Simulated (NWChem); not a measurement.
**SbH2Cl (SMILES [Cl][SbH2]): revM06-L/x2c-TZVPall (ZORA)**

Aim: the vertical electron affinity of SbH2Cl at revM06-L/x2c-TZVPall (ZORA), from 2 runs. 

The calculation is run with NWChem 7.3.0.

2 further runs of the same task are left out: 2 set aside as unsound or not needed.

## (1) The molecule

The species is SbH2Cl (4 atoms), meant as a singlet with charge 0. As SMILES, `[Cl][SbH2]`. The shape is that of a PBE0-D4/def2-TZVP optimisation.

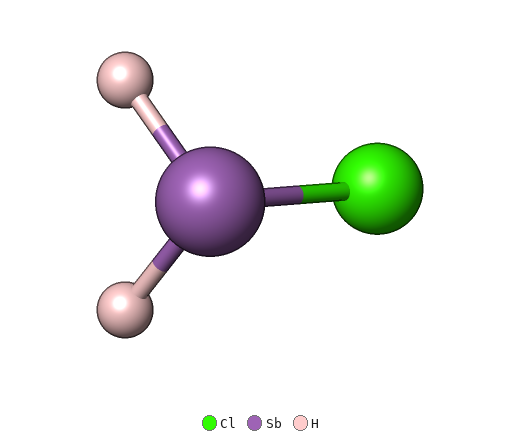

Viewed from a chosen angle; chlorine green, antimony purple, hydrogen pink.

## (2) A single-point energy at revM06-L/x2c-TZVPall (ZORA)

Input file mymol.nw:

```
start mymol
title "ClH2Sb revM06-L"
memory 2200 mb
charge 0

geometry units atomic noautosym nocenter noautoz
  Cl  -3.37221627   0.54556393  -1.19336205
  Sb   0.94883149  -0.52024160  -1.09150581
  H    0.71752901  -2.23686881   1.64198303
  H    1.81092455   2.09759600   0.60452339
end

basis spherical bse
  * library x2c-TZVPall
end

relativistic
  zora on
end

dft
  xc revm06-l
  grid medium
  maxiter 100
  noprint "final vectors analysis"
end

task dft energy
```

Command:

```console
$ nwchem mymol.nw > mymol.out
```

Output:

```text
[...]
          Wavefunction type:  closed shell.
          No. of atoms     :     4
          No. of electrons :    70
[...]
          Charge           :     0
          Spin multiplicity:     1
[...]
          AO basis - number of functions:   109
[...]
              XC Information
              --------------
                     revM06-L Method XC Functional
                      revM06-L Exchange Functional  1.000
                    revM06-L Correlation Potential  1.000
[...]
 d= 0,ls=0.0,diis     1  -6994.9744915722 -7.23D+03  2.35D-01  8.31D+04     6.4
[...]
 d= 0,ls=0.0,diis    10  -7018.7975668530 -1.63D-08  4.82D-07  2.70D-09    32.4
[...]
         Total DFT energy =    -7018.797566852986
      One electron energy =   -10074.183121639224
           Coulomb energy =     3023.767330220529
    Exchange-Corr. energy =     -200.838594164672
 Nuclear repulsion energy =      232.456818730381
       Scaling correction =       93.751106099382
[...]
```

It took 33 s on 1 thread of AMD EPYC 9R45 (Zen 5), shared host; peak memory 0.12 GiB.

## (3) The doublet anion

Input file clh2sb.nw:

```
START clh2sb
memory stack 880 mb heap 220 mb global 1100 mb
charge -1

GEOMETRY units bohr noautosym nocenter noautoz
   Cl    -3.37221627     0.54556393    -1.19336205
   Sb     0.94883149    -0.52024160    -1.09150581
   H      0.71752901    -2.23686881     1.64198303
   H      1.81092455     2.09759600     0.60452339
END

BASIS spherical bse
   * library x2c-TZVPall
END

RELATIVISTIC
   zora on
END

DFT
   xc revm06-l
   mult 2
   grid medium
   maxiter 150
   print low
END

TASK dft energy
```

Command:

```console
$ nwchem clh2sb.nw > clh2sb.out
```

Output:

```text
[...]
 d= 0,ls=0.0,diis     1  -6993.8199225596 -7.23D+03  1.20D-01  2.10D+04     7.8
[...]
 d= 0,ls=0.0,diis    10  -7018.7669469505 -1.98D-08  2.97D-06  2.11D-08    36.7
[...]
         Total DFT energy =    -7018.766946950527
      One electron energy =   -10091.523572141517
           Coulomb energy =     3041.398986795978
    Exchange-Corr. energy =     -201.099180335368
 Nuclear repulsion energy =      232.456818730381
       Scaling correction =       93.702722735033
[...]
      <S2> =      0.7557 (Exact =     0.7500)
[...]
```

It took 37 s on 1 thread of AMD EPYC 9R45 (Zen 5), shared host; peak memory 0.12 GiB.

## (4) Summary of results

At revM06-L/x2c-TZVPall (ZORA):

| quantity | value |
| --- | --- |
| singlet SbH2Cl: total energy | -7018.79757 Eh |
| singlet SbH2Cl: dipole moment | 2.36 D |
| doublet anion: total energy | -7018.76695 Eh |
| doublet anion: ⟨S²⟩ | 0.756 |
| vertical electron affinity (to the doublet anion) | -0.833 eV |

The anion lies 0.83 eV (80.4 kJ/mol) above the neutral: the electron isn't bound at this level, and such a value depends on the basis. Without diffuse functions anions come out too high.
